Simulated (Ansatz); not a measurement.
# CH$_{8}$OSi: single-point calculation

- system: CH$_{8}$OSi
- method: RKS PBE0-D4/def2-TZVPPD (Ansatz 0.2.0)

The geometry is a complex of two molecules. The geometry comes from this level: PBE0-D4/def2-TZVP.

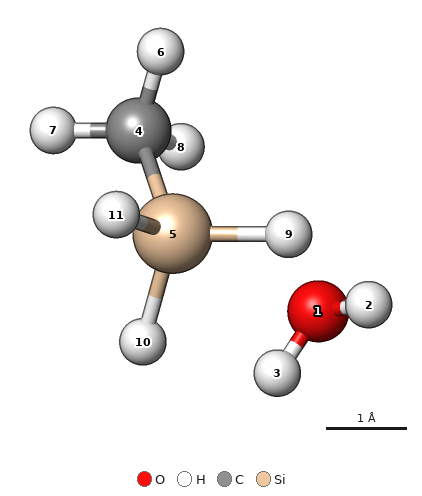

Fig. 1: The input geometry (ball-and-stick view, seen at a tilt; atoms are numbered from 1 in the order of the input). Bond lengths as drawn: C–H 1.09 Å, C–Si 1.87 Å, H–O 0.96 Å and H–Si 1.49 Å.

## Key numbers

- outcome: converged
- total energy: −11087.0549 eV
- mean-field energy: −11086.9309 eV
- dispersion energy: −0.1240 eV
- SCF solution under orbital rotations: stable
- HOMO: −9.05 eV
- LUMO: −0.12 eV
- hardware: 4 threads of Intel Xeon, 15 GiB of memory available, shared host
- wall time: 1.3 s (CPU time 4.4 s)
- peak memory: 0.53 GiB

## The input
```yaml
crystal:
  periodic: [false, false, false]
  atoms:
    - {symbol: O, position_ang: [-0.186254, -0.096164, -2.410669]}
    - {symbol: H, position_ang: [0.646636, -0.568494, -2.334546]}
    - {symbol: H, position_ang: [-0.859037, -0.755704, -2.223961]}
    - {symbol: C, position_ang: [-0.074711, 1.163080, 0.852227]}
    - {symbol: Si, position_ang: [0.159030, -0.687046, 0.888887]}
    - {symbol: H, position_ang: [0.792626, 1.672667, 1.277775]}
    - {symbol: H, position_ang: [-0.955715, 1.454734, 1.428266]}
    - {symbol: H, position_ang: [-0.204778, 1.494181, -0.179829]}
    - {symbol: H, position_ang: [1.361046, -1.098335, 0.109293]}
    - {symbol: H, position_ang: [-1.018572, -1.395163, 0.311629]}
    - {symbol: H, position_ang: [0.339730, -1.183756, 2.280926]}
basis:
  gaussian: {orbitals: "def2-TZVPPD.json"}
hamiltonian: {xc: pbe0, dispersion: d4}
output: {orbitals: {seedname: orbitals}}
```

Launched with:
```bash
ansatz run in.yaml --threads 4 --pin off --events-out ev --progress --plain --max-ram 9574MiB
```

## Log
```
Functional definition: PBE0
  name "PBE0"
  cite "Adamo & Barone, J. Chem. Phys. 110, 6158 (1999) doi:10.1063/1.478522"
  cite "Perdew, Burke & Ernzerhof, Phys. Rev. Lett. 77, 3865 (1996) doi:10.1103/PhysRevLett.77.3865"
  parent pbe
  parameter a = 0.25
  parameter kappa = 0.804
  parameter beta = 0.06672455060314922
  exchange = (1 - a)*pbe_x(kappa = kappa, mu = beta*pi^2/3) + a*exact_x
  correlation = pbe_c(beta = beta)
1152 factors; their error is unknown
mean field evaluation 1: about -11078.3104 eV, gradient 6.8e1 eV
mean field evaluation 2: about -11069.8501 eV, gradient 9.2e1 eV
mean field evaluation 4: about -11086.8767 eV, gradient 4.4e0 eV
mean field evaluation 8: about -11086.9308 eV, gradient 5.0e-2 eV
mean field -11086.93082883 eV, -407.4371929677 hartree, gradient 3.7e-5 eV, S^2 0.000000; 0 other end points of the search recorded, 0 dependent functions left out
reference -11086.93086997 eV, -407.4371944798 hartree; 18, 18 occupied and 243, 243 virtual orbitals, 1152 factors
Total energy: -11087.05485015 eV, -407.4417506673 hartree
```

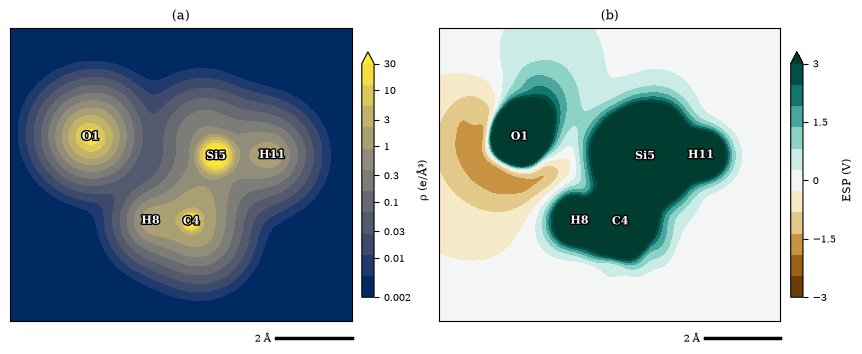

Fig. 2: (a) total electron density; (b) molecular electrostatic potential on the plane of atoms Si5, C4 and H8. Si5···O1 (3.37 Å): ρ at the midpoint is about 0.04 e/Å³; a non-bonded, intermolecular contact. C–Si (1.87 Å): ρ is about 0.97 e/Å³ halfway. C–H (1.09 Å): ρ is about 2 e/Å³ halfway. Si–H (1.49 Å): ρ is about 0.8 e/Å³ halfway.

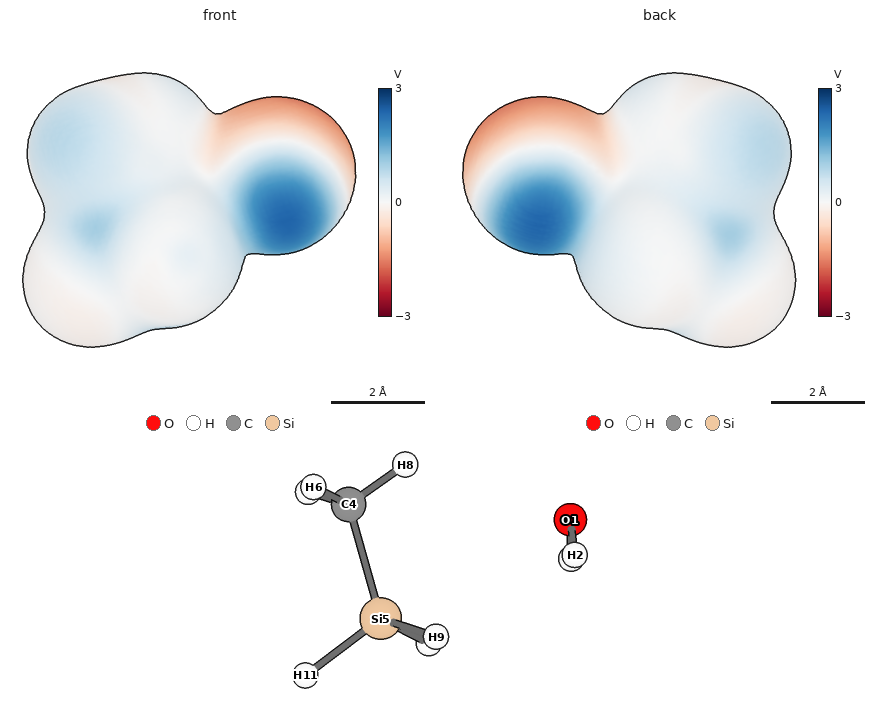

Fig. 3: The molecular electrostatic potential painted on the density surface at 0.002 e/bohr³, seen face on and from behind; the colour scale runs from red (negative) to blue (positive). The bare structure is drawn below in the same view.

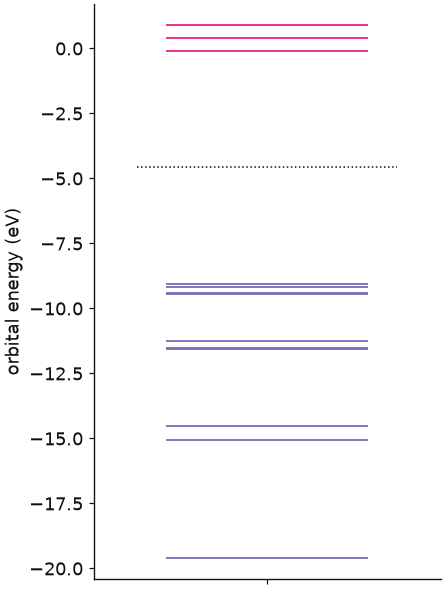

Fig. 4: Orbital energies near the frontier; the dotted line parts filled from empty levels, and levels within 0.02 eV of each other stand side by side. Highest filled −9.05 eV, lowest empty −0.12 eV, 8.93 eV apart.
